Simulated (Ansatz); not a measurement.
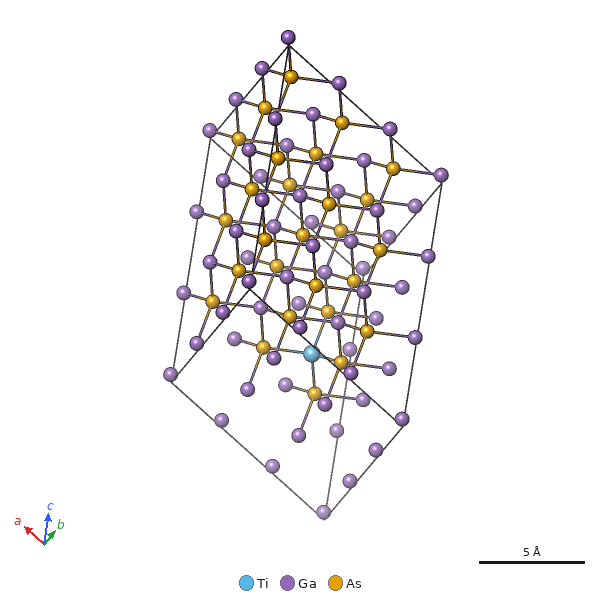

Ball-and-stick representation of a periodic structure, projected from a general direction. Thin lines show the supercell, with boundary atoms drawn in all their periodic places. The host is GaAs, in a cell of 54 sites, and the cell is neutral.

Name the defect and give its surroundings.

Titanium on a gallium site (a substitutional impurity). It is bonded to four As in a tetrahedral arrangement at about 2.4 Å.

Electronic-structure method: DFT LDA, scalar-relativistic, plane waves, PAW (Ansatz). Parameters: a basis cut at 420 eV, k-mesh 2×2×2, Gaussian smearing of 0.02 eV, collinear spins.

Does a spin moment come with the defect?

Yes, 0.8 μB in the cell.

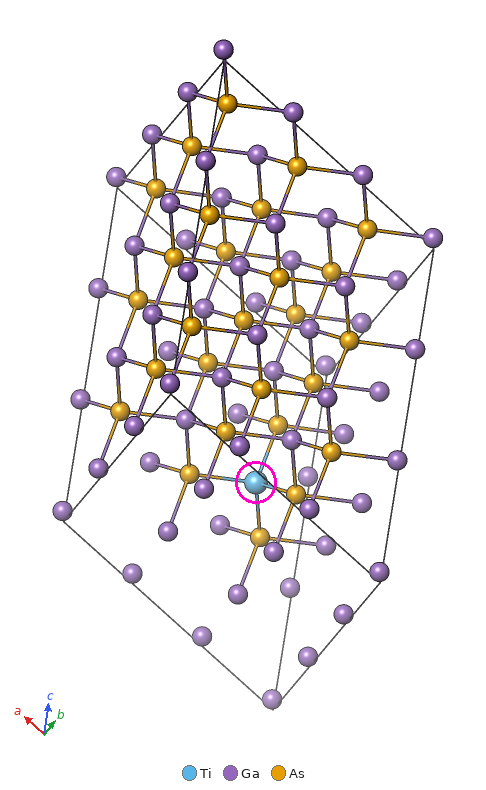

The same cell with a ring at the defect's site.

The atoms were relaxed in the host's cell with DFT LDA, scalar-relativistic, plane waves, PAW (Ansatz).
